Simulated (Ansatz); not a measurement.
## Electronic structure of C₃HF₅ (SMILES FC(F)=C(F)C(F)F) in real space

Input file:

```
crystal:
  periodic: [false, false, false]
  atoms:
    - {symbol: F, position_ang: [-0.703176, -1.903788, -0.455190]}
    - {symbol: C, position_ang: [-0.628615, -0.713268, -0.996424]}
    - {symbol: F, position_ang: [-1.157646, -0.684071, -2.186002]}
    - {symbol: C, position_ang: [-0.078242, 0.333064, -0.397742]}
    - {symbol: F, position_ang: [-0.045086, 1.507083, -1.020908]}
    - {symbol: C, position_ang: [0.522786, 0.290470, 0.959336]}
    - {symbol: F, position_ang: [1.825973, 0.657536, 0.904846]}
    - {symbol: F, position_ang: [-0.101947, 1.173959, 1.774905]}
    - {symbol: H, position_ang: [0.454451, -0.707184, 1.400078]}
basis:
  gaussian: {orbitals: def2-TZVPP}
hamiltonian: {xc: pbe0, dispersion: d4}
output: {orbitals: {seedname: orbitals}}
```

Command:

```sh
ansatz run in.yaml --threads 4 --pin off --events-out ev --progress --plain --max-ram 11315MiB
```

Geometry: PBE0-D4/def2-TZVP.

Computed with Ansatz 0.2.0, RKS PBE0-D4/def2-TZVPP.

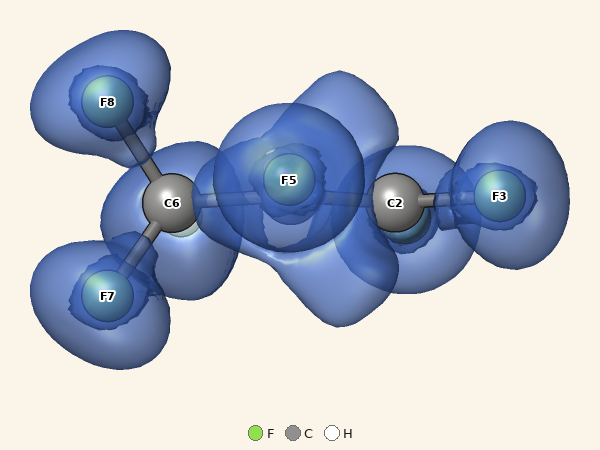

Figure 1. Isosurface of the ELF at 0.75 (blue), seen from one side. Core shells and regions of very low density are left out.

Q: Describe the localisation domains.

A: At this value the surface marks out one region between bonded C–C atoms (shared pairs), one region around a hydrogen nucleus and five regions on F in which the atom's valence shell and bonds are merged. Along the contacts the grid gives the following. C–F (1.30 Å): the ELF peaks at about 0.85 between the atoms: a shared but strongly polarised pair. C–C (1.33 Å): the ELF peaks at about 0.90 between the atoms: a multiple bond.

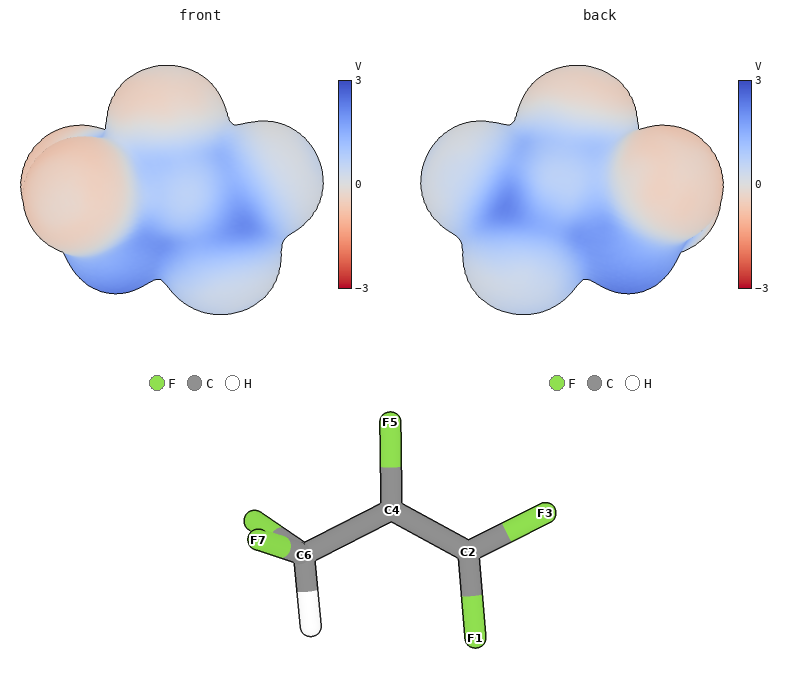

Figure 2. The molecular electrostatic potential painted on the density surface at 0.004 e/bohr³, seen from the front and from behind; red is negative and blue positive. The bare structure is drawn below in the same view.

Q: Where is the surface potential most negative and most positive?

A: The most negative region (about −0.7 V) lies over F7 and F8, the most positive (about +2.2 V) over C2 and H9.

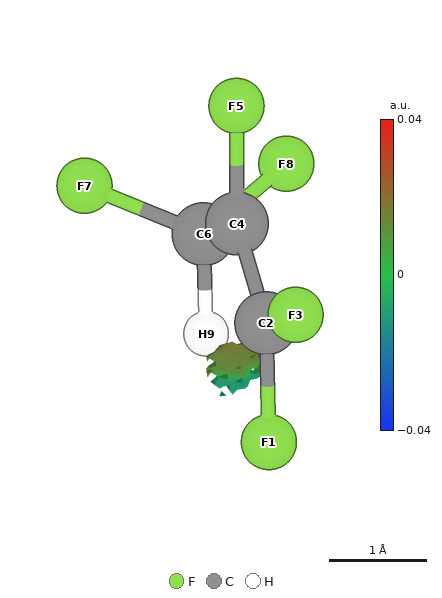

Figure 3. Non-covalent interaction (NCI) plot: the surface where the reduced density gradient is 0.6, for densities under 0.05 a.u., coloured by sign(λ₂)ρ; seen at an oblique angle.

Q: Identify the weak interactions.

A: Near H9, F1 and C6: mostly steric crowding (olive to red).
